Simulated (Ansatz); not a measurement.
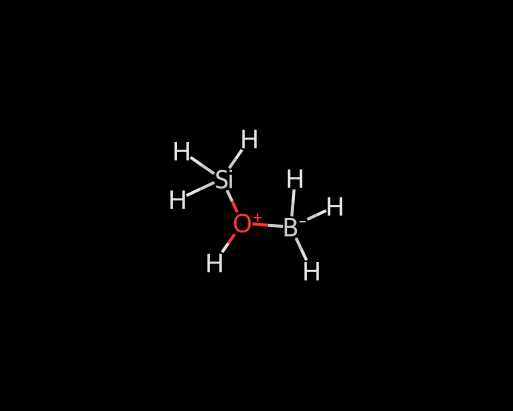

The computed structure is the end point of a PBE-D4/def2-SVP optimisation. No frequency run is at hand to confirm it as a minimum. Level of theory: RKS PBE-D4/def2-SVP (Ansatz 0.2.0).

> Give the dispersion correction at this level.

−14.9 kJ/mol.

> What is the dipole moment?

4.10 D.
